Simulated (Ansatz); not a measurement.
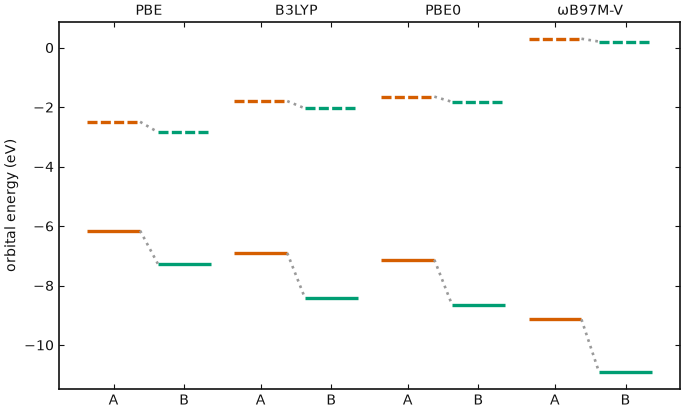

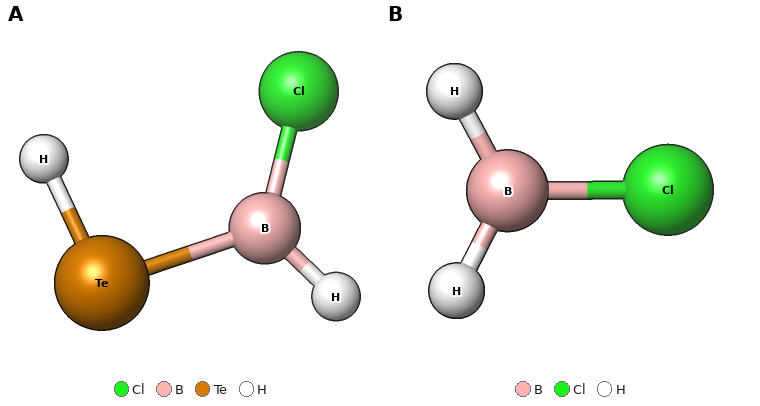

One change: A, BH₂TeCl (SMILES ClB[TeH]), becomes B, BH₂Cl (SMILES BCl). TeH on B is replaced by H. HOMO (solid) and LUMO (dashed) computed in def2-TZVPP at PBE0-D4/def2-TZVP geometries, both minima by their frequencies, gas phase, the Ansatz code 0.2.0. Empty levels above zero depend strongly on the basis.

### What does the change do to HOMO and LUMO?

PBE: the HOMO falls by 1.11 eV, the LUMO falls by 0.34 eV, and the separation goes from 3.66 to 4.43 eV. B3LYP: the HOMO falls by 1.51 eV, the LUMO falls by 0.24 eV, and the separation goes from 5.11 to 6.38 eV. PBE0: the HOMO falls by 1.52 eV, the LUMO falls by 0.17 eV, and the separation goes from 5.48 to 6.83 eV. ωB97M-V: the HOMO falls by 1.78 eV, the LUMO falls by 0.10 eV, and the separation goes from 9.44 to 11.13 eV.

### Do the functionals agree on the effect?

They agree on the direction for both levels; the HOMO shift lies between −1.78 and −1.11 eV and the LUMO shift between −0.34 and −0.10 eV, while the separations themselves differ by up to 6.7 eV between functionals.

Caveats: core potentials past krypton; spin-orbit coupling is left out, and with Te it can shift these values.
